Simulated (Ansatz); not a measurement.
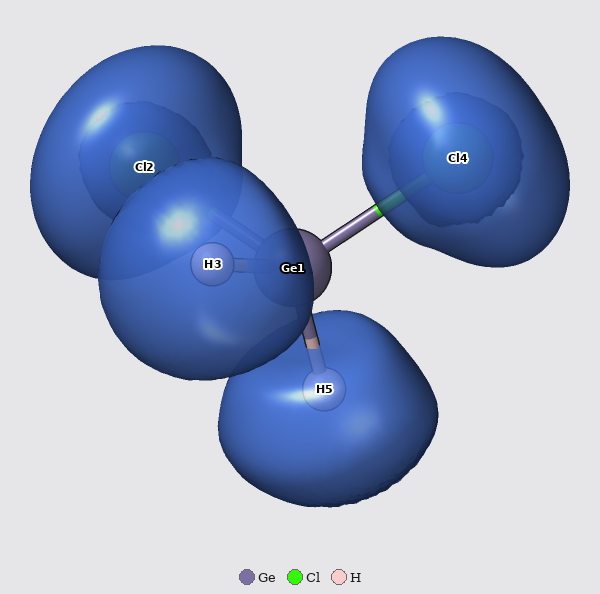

The picture shows: Cl₂GeH₂. Isosurface of the ELF at 0.75 (blue), seen at a tilt. Core shells and regions of very low density are left out.

Not at a stationary point (largest force 1.4 eV/Å).

These are results of Ansatz, RKS BHLYP-D4/def2-SVP, not measurements.

Input

```
crystal:
  periodic: [false, false, false]
  atoms:
    - { symbol: Ge, position_ang: [0.0, 0.0, 0.0] }
    - { symbol: Cl, position_ang: [1.3501, 0.0, 2.0083] }
    - { symbol: H, position_ang: [1.741, 0.0, 0.178] }
    - { symbol: Cl, position_ang: [-1.0456, 1.8115, -0.7393] }
    - { symbol: H, position_ang: [-0.73, -1.2648, -0.5162] }
basis:
  gaussian: { orbitals: def2-SVP }
hamiltonian:
  xc: { name: BHLYP }
  dispersion: d4
relax:
  f_tol: 0.15
  max_steps: 25
  restrain:
    - { distance: [1, 2], at: 2.57, k: 30.0 }
    - { distance: [0, 1], at: 2.22, k: 30.0 }
    - { distance: [0, 2], at: 1.55, k: 30.0 }
output:
  orbitals: {}
```

Run with:

```sh
ansatz run input.yaml --threads 1 --pin off --max-ram 2048MiB --backend cpu --events-out ev --progress --plain --runs-dir out
```

The fields are those of the run's last geometry, not of the input's.

**What do the ELF domains correspond to?**

The surface consists of two regions around hydrogen nuclei, one region on Cl in which the atom's valence shell and bonds are merged and one region wrapped around Cl (its valence shell).

Values along the shortest contacts:
Ge–Cl (2.14 Å): the ELF peaks at about 0.85 in the valence shell of Cl, 0.9 Å from its nucleus, and is about 0.65 at the midpoint. Ge–H (1.52 Å): the ELF climbs to about 1 towards the hydrogen.
